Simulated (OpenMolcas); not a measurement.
**CH7NSn (SMILES C[NH][SnH3]) at 6 levels**

Aim: a comparison of 6 runs (B3LYP/def2-SVP, M06-L/def2-SVP, PBE/def2-SVP, TPSS/def2-SVP, r2SCAN/def2-SVP, revPBE/def2-SVP) of CH7NSn. 

Program for the calculation: OpenMolcas 26.06.

### 1 Starting point

The species is CH7NSn (10 atoms), meant as a singlet with charge 0. As SMILES, `C[NH][SnH3]`. The coordinates come from a PBE0-D4/def2-TZVP relaxation.

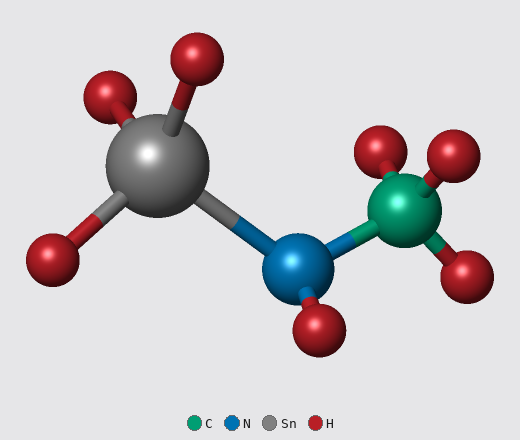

The structure, seen from a chosen angle (carbon teal, nitrogen blue, tin grey, hydrogen red).

### 2 Energy and forces at B3LYP/def2-SVP (core potential) (run 1)

Contents of geom.xyz:

```xyz
10

C     -0.898400     0.758000    -0.879200
N     -0.343000    -0.532900    -0.516500
Sn     0.897300    -0.629400     1.085100
H     -1.664200     0.637600    -1.652700
H     -1.396800     1.201100    -0.011700
H     -0.168200     1.494600    -1.247500
H      0.037300    -1.004000    -1.326200
H      1.451700    -2.239000     1.169900
H     -0.052600    -0.195500     2.433700
H      2.220200     0.458400     0.948000
```

Contents of calc.inp:

```
>>> EXPORT MOLCAS_PRINT=2

&GATEWAY
 BasLib
 $CurrDir
 Coord
 geom.xyz
 Basis
 def2-SVP
 Group
 NoSym

&SEWARD
 GridInput
 Grid=UltraFine
 End of Grid

&SCF
 KSDFT
 B3LYP
 Thresholds
 1e-10 1e-07 1e-07 1e-05
 PrOrbitals
 1 1

&ALASKA
```

The basis set def2-SVP is read from a file made from the Basis Set Exchange's data (not shown).

Command:

```
export MOLCAS_MEM=1860
pymolcas calc.inp > calc.log
```

The log of the run:

```text
--- Start Module: gateway ---
[...]
--- Stop Module: gateway /rc=_RC_ALL_IS_WELL_ ---
[...]
      Basis functions           89
[...]
--- Start Module: scf ---
[...]
       Convergence after  14 Iterations
[...]
::    Total KS-DFT energy                            -311.3250448648
[...]
      Total spin, S                                     0.0000000000
[...]
      Total electronic charge=   42.000000
      Total            charge=   -0.000000
[...]
      Dipole Moment (debye):
      Origin of the operator (angstrom)=    0.6043   -0.4804    0.7364
                   X=  5.0070E-01               Y=  2.7075E-01               Z= -5.8897E-01           Total=  8.1908E-01
      Quadrupole Moment (debye*angstrom):
[...]
--- Stop Module: scf /rc=_RC_ALL_IS_WELL_ ---
[...]
--- Start Module: alaska ---
[...]
 *              Molecular gradients               *
 **************************************************
  Irreducible representation: a
 ------------------------------------------------------------------------------------------
                              X                       Y                       Z
 ------------------------------------------------------------------------------------------
  C1               -6.12727006113811E-04    4.48427489180681E-03   -5.61255581758680E-04
  N2                6.44921485385286E-03   -1.44169734989230E-03    2.71989795299721E-03
  SN3              -5.26464521960612E-03    1.25273614039800E-03   -6.86204329571183E-03
  H4                4.65570933478121E-03   -2.72181756307360E-04    4.66822544687062E-03
  H5                3.14444359218680E-03   -3.35333846576358E-03   -4.38630820061325E-03
  H6               -3.56555406711845E-03   -5.30169251555890E-03    2.59257981298466E-03
  H7               -2.06565984015827E-03    4.13144504697094E-03    5.43930015648364E-03
  H8               -1.18727153594222E-03    3.38723177237377E-03   -4.47350686551162E-04
[...]
--- Stop Module: alaska /rc=_RC_ALL_IS_WELL_ ---
[...]
```

Wall time 41 s (1 thread of Arm Neoverse V2, shared host); peak memory 0.49 GiB.

### 3 Energy and gradient at M06-L/def2-SVP (core potential) (run 2)

geom.xyz is that of step 2.

Contents of mol.inp:

```
&GATEWAY
  BasLib
  $CurrDir
  Coord
  geom.xyz
  Basis
  def2-SVP
  Group
  NoSym

&SEWARD
  GridInput
  Grid=UltraFine
  End of Grid

&SCF
  KSDFT
  M06L
  Thresholds
  1e-10 1e-07 1e-07 1e-05
  PrOrbitals
  1 2

&ALASKA
```

The basis set def2-SVP is read from a file made from the Basis Set Exchange's data (not shown).

Command:

```
export MOLCAS_MEM=1860
pymolcas mol.inp > mol.log
```

The log of the run:

```text
--- Start Module: gateway ---
[...]
--- Stop Module: gateway /rc=_RC_ALL_IS_WELL_ ---
[...]
      Basis functions           89
[...]
--- Start Module: scf ---
[...]
       Convergence after  16 Iterations
[...]
::    Total KS-DFT energy                            -311.3927468649
[...]
      Total spin, S                                     0.0000000000
[...]
      Total electronic charge=   42.000000
      Total            charge=   -0.000000
[...]
      Dipole Moment (debye):
      Origin of the operator (angstrom)=    0.6043   -0.4804    0.7364
                   X=  5.5520E-01               Y=  2.4054E-01               Z= -5.3706E-01           Total=  8.0904E-01
      Quadrupole Moment (debye*angstrom):
[...]
--- Stop Module: scf /rc=_RC_ALL_IS_WELL_ ---
[...]
--- Start Module: alaska ---
[...]
 *              Molecular gradients               *
 **************************************************
  Irreducible representation: a
 ------------------------------------------------------------------------------------------
                              X                       Y                       Z
 ------------------------------------------------------------------------------------------
  C1               -3.45591610073503E-03    1.03791495520120E-02   -1.02639059964416E-03
  N2                8.63506932252633E-03   -5.22777803948937E-03    4.25377365282831E-03
  SN3              -5.17472269348396E-03    1.12441987124479E-03   -6.85903168169588E-03
  H4                3.43952326003016E-03   -1.22325364397652E-03    3.11587629699872E-03
  H5                2.37818906662213E-03   -2.76708292767891E-03   -2.93549948585259E-03
  H6               -2.00683974914817E-03   -4.91468528584793E-03    2.16937306355525E-03
  H7               -9.12209234428918E-04    2.45693885031040E-03    5.26401249104325E-03
  H8               -1.43892287756131E-03    4.27121949055920E-03   -3.65413635127598E-04
[...]
--- Stop Module: alaska /rc=_RC_ALL_IS_WELL_ ---
[...]
```

Wall time 59 s (1 thread of Arm Neoverse V2, shared host); peak memory 0.49 GiB.

Runs 3 to 5 aren't shown in full; the table further down has their settings and results.

### 4 Energy and forces at revPBE/def2-SVP (core potential) (run 6)

Contents of coord.xyz:

```xyz
10

C     -0.898400     0.758000    -0.879200
N     -0.343000    -0.532900    -0.516500
Sn     0.897300    -0.629400     1.085100
H     -1.664200     0.637600    -1.652700
H     -1.396800     1.201100    -0.011700
H     -0.168200     1.494600    -1.247500
H      0.037300    -1.004000    -1.326200
H      1.451700    -2.239000     1.169900
H     -0.052600    -0.195500     2.433700
H      2.220200     0.458400     0.948000
```

Contents of mol.input:

```
* CH7NSn Kohn-Sham DFT

&GATEWAY
 BasLib=$CurrDir
 Coord=coord.xyz
 Basis=def2-SVP
 Group=NoSym

&SEWARD
 GridInput
 Grid=UltraFine
 End of Grid

&SCF
 KSDFT=revPBE
 Thresholds=1e-10 1e-07 1e-07 1e-05
 PrOrbitals=1 2

&ALASKA
```

The basis set def2-SVP is read from a file made from the Basis Set Exchange's data (not shown).

Command:

```
export MOLCAS_MEM=1860
pymolcas mol.input > mol.log
```

The log of the run:

```text
--- Start Module: gateway ---
[...]
--- Stop Module: gateway /rc=_RC_ALL_IS_WELL_ ---
[...]
      Basis functions           89
[...]
--- Start Module: scf ---
[...]
       Convergence after  17 Iterations
[...]
::    Total KS-DFT energy                            -311.2606633008
[...]
      Total spin, S                                     0.0000000000
[...]
      Total electronic charge=   42.000000
      Total            charge=   -0.000000
[...]
      Dipole Moment (debye):
      Origin of the operator (angstrom)=    0.6043   -0.4804    0.7364
                   X=  4.1870E-01               Y=  2.5743E-01               Z= -6.3310E-01           Total=  8.0150E-01
      Quadrupole Moment (debye*angstrom):
[...]
--- Stop Module: scf /rc=_RC_ALL_IS_WELL_ ---
[...]
--- Start Module: alaska ---
[...]
 *              Molecular gradients               *
 **************************************************
  Irreducible representation: a
 ------------------------------------------------------------------------------------------
                              X                       Y                       Z
 ------------------------------------------------------------------------------------------
  C1               -2.36876300599898E-03    5.33595710030887E-03   -8.76098105900613E-04
  N2                1.19972304275979E-02    5.32097437548451E-04    3.48776455015631E-04
  SN3              -7.27009510709919E-03    1.43502079493896E-03   -8.43004514861434E-03
  H4                8.40535369032258E-03    3.09463801648036E-04    8.38620314278460E-03
  H5                5.58423227767246E-03   -5.57410636376998E-03   -8.31457651826151E-03
  H6               -6.65761026436895E-03   -9.50928692394060E-03    4.56399047433420E-03
  H7               -5.04609102063380E-03    7.04879261911673E-03    1.04298161664396E-02
  H8               -2.10755598607437E-03    6.38162881134097E-03   -5.26507208533145E-04
[...]
--- Stop Module: alaska /rc=_RC_ALL_IS_WELL_ ---
[...]
```

Run time: 46 s. Hardware: 1 thread of Arm Neoverse V2, shared host; peak memory 0.49 GiB.

### 5 The series

| run | level | energy (Eh) | dipole moment (D) | HOMO energy (eV) | LUMO energy (eV) | wall time |
| --- | --- | --- | --- | --- | --- | --- |
| 1 | B3LYP/def2-SVP (core potential) | -311.325045 | 0.82 | -6.05 | 0.14 | 41 s |
| 2 | M06-L/def2-SVP (core potential) | -311.392747 | 0.81 | -5.14 | 0.21 | 59 s |
| 3 | PBE/def2-SVP (core potential) | -311.107004 | 0.81 | -4.90 | -0.43 | 46 s |
| 4 | TPSS/def2-SVP (core potential) | -311.185110 | 0.83 | -5.05 | -0.26 | 64 s |
| 5 | r2SCAN/def2-SVP (core potential) | -311.265165 | 0.82 | -5.19 | -0.06 | 60 s |
| 6 | revPBE/def2-SVP (core potential) | -311.260663 | 0.80 | -4.87 | -0.32 | 46 s |

### 6 Results

```
                       quantity          value
            run 6: total energy  -311.26066 Eh
           run 6: dipole moment         0.80 D
             run 6: HOMO energy       -4.87 eV
             run 6: LUMO energy       -0.32 eV
           run 6: HOMO–LUMO gap        4.55 eV
run 6: largest force on an atom     0.697 eV/Å
```

What this shows: The dipole moment (its size) runs from 0.80 D (revPBE/def2-SVP) to 0.83 D (TPSS/def2-SVP). The HOMO–LUMO gap runs from 4.47 eV (PBE/def2-SVP) to 6.19 eV (B3LYP/def2-SVP). Totals of different functionals can't be ranked against each other. All runs together took 5.3 min, the longest 64 s.
